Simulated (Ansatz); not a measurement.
The starting structures come from a database of crystals and need not be the phases stable at ambient conditions.

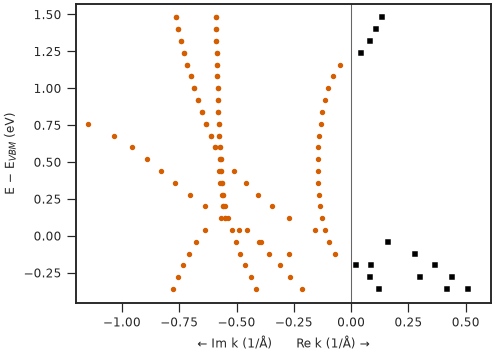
Fig. 1. Complex bands at the centre of the two-dimensional zone; r2SCAN run with Ansatz (an electronic-structure program)

No gap correction and no spin-orbit coupling; mid-gap values are interpolated between computed energies.

Question: This is ZnO (P4_2/mnm, not sure to be the ambient phase, 8 atoms a cell, 12.4 Å³ an atom) along the normal of (100). Read off the slowest decay at the centre of the two-dimensional zone at 0.60 eV, the computed energy nearest the middle of the gap.

Answer: κ ≈ 0.14 1/Å, a decay length 1/(2κ) of the density of 3.5 Å.
